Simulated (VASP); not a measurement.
Given:

```yaml
crystal:
  lattice:
    - [1.80125, -3.11985, 0.00000]
    - [1.80125, 3.11985, 0.00000]
    - [0.00000, 0.00000, 5.61330]
  atoms:
    - { symbol: Tb, position: [0.33333, 0.66667, 0.25000] }
    - { symbol: Tb, position: [0.66667, 0.33333, 0.75000] }
```

These are PBE GGA with D4 dispersion, VASP's PBE PAW potentials (set 64) (plane waves; VASP 6.6.1) values and carry that method's errors. Numerical set-up: 520 eV cut-off, 13×13×7 Γ-centred mesh, tetrahedra with Blöchl corrections, potentials Tb_3.

The 4f electrons are frozen in the core of the lanthanide potential, so 4f levels, which can set the real gap, and their magnetism are missing.

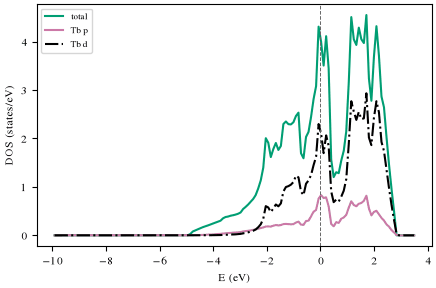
Figure. Total and projected density of states, zero at the Fermi level

Within 2 eV below the Fermi level the largest weight inside VASP's projection spheres is Tb d, then Tb p.

It has no gap at this level: it comes out as a metal or semimetal.

The compound is Tb in the hcp structure. It was relaxed first.
